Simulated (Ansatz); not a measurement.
F2H2Si···HF

| atom | x (Å) | y (Å) | z (Å) |
| --- | --- | --- | --- |
| Si | 0.3400 | 0.0951 | -0.0015 |
| H | 0.6937 | 0.4044 | 1.3974 |
| H | 1.4745 | -0.3268 | -0.8535 |
| F | -0.3826 | 1.3520 | -0.6938 |
| F | -0.7283 | -1.1410 | -0.0134 |
| F | -2.2065 | 0.1741 | 1.6366 |
| H | -2.0788 | -0.5578 | 1.0819 |

Theory: RKS PBE0-D4/def2-SVP (Ansatz 0.2.0).

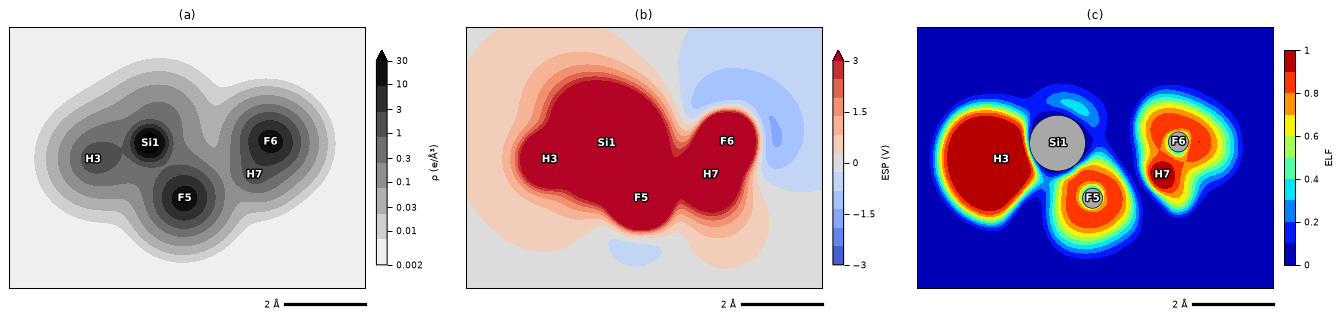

Figure 1. (a) total electron density; (b) electrostatic potential; (c) ELF on the plane of atoms H3, Si1 and F5. Grey discs cover the atomic cores in the ELF map.

**Describe what can be read from this map.**

- The section cuts through Si, H and F sites.
- F5···H7 (1.83 Å): the density falls to about 0.19 e/Å³ on the way; the ELF dips to about 0.10 between them (a closed-shell contact with the geometry of a hydrogen bond).
- Si–F (1.63 Å): ρ is about 0.98 e/Å³ halfway; the ELF peaks at about 0.85 in the valence shell of F, 0.6 Å from its nucleus, and is about 0.45 at the midpoint.
- F–H (0.93 Å): ρ at the midpoint is about 4.6 e/Å³; the ELF climbs to about 1 towards the hydrogen, as it does in any bond to H: an ordinary covalent bond to hydrogen.
- Si–H (1.48 Å): ρ is about 0.82 e/Å³ halfway; the ELF climbs to about 1 towards the hydrogen.
- The ELF also peaks beside F5 and F6, away from the bonds: lone-pair regions.
- Outside the dense part of the complex the potential is most negative (−1.5 V) near F6.

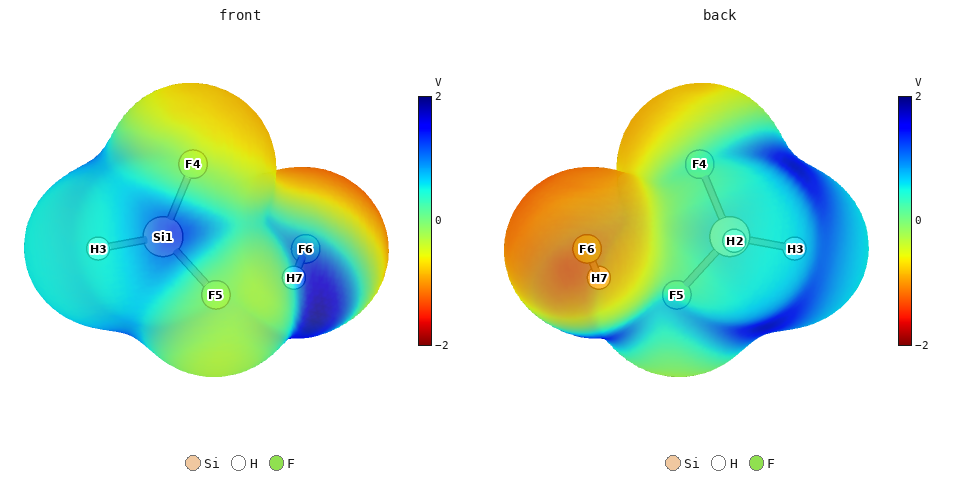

Figure 2. The electrostatic potential painted on the density surface at 0.001 e/bohr³, seen from the front and from behind; the colour scale runs from red (negative) to blue (positive).

**Where is the surface potential most negative and most positive?**

The most negative region (about −1.2 V) lies over F6, the most positive (about +1.7 V) over Si1 and H7.

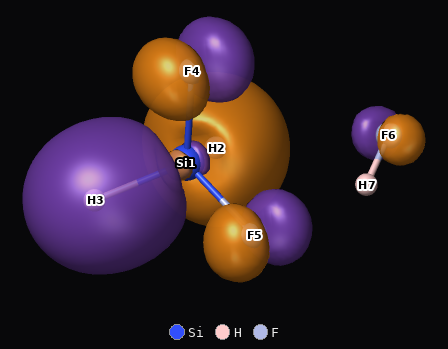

Figure 3. The HOMO at ±0.1 Å⁻³ᐟ² (orange and purple are the two phases), seen at a tilt.

**Describe this orbital and give its energy.**

Its weight (Hirshfeld) is mainly on Si1 (about 30 %), H3 (about 25 %), H2 (about 25 %), F4 (about 10 %) and F5 (about 5 %). Its energy is −10.05 eV.

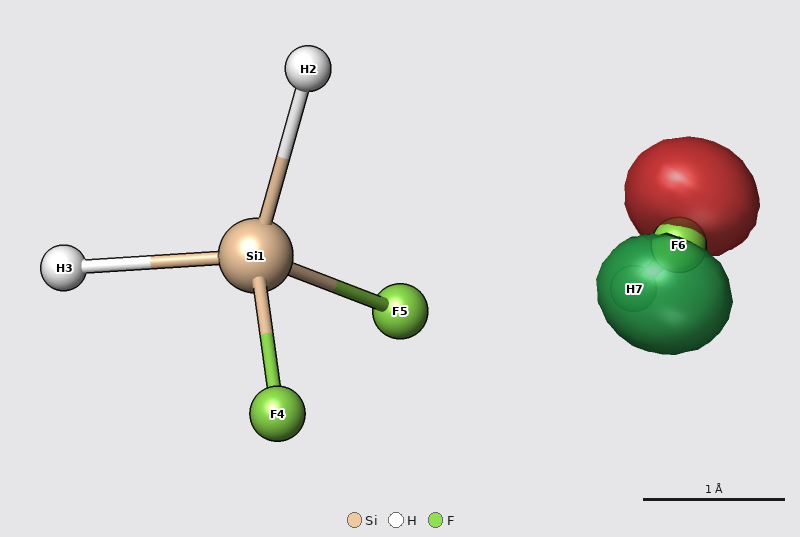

Figure 4. The HOMO−1 at ±0.5 Å⁻³ᐟ² (green and red are the two phases), seen from one side.

**What is the character of this orbital?**

By Hirshfeld shares it lies mainly on F6 (about 95 %); largely a lone pair of F6. Its energy is −10.94 eV.
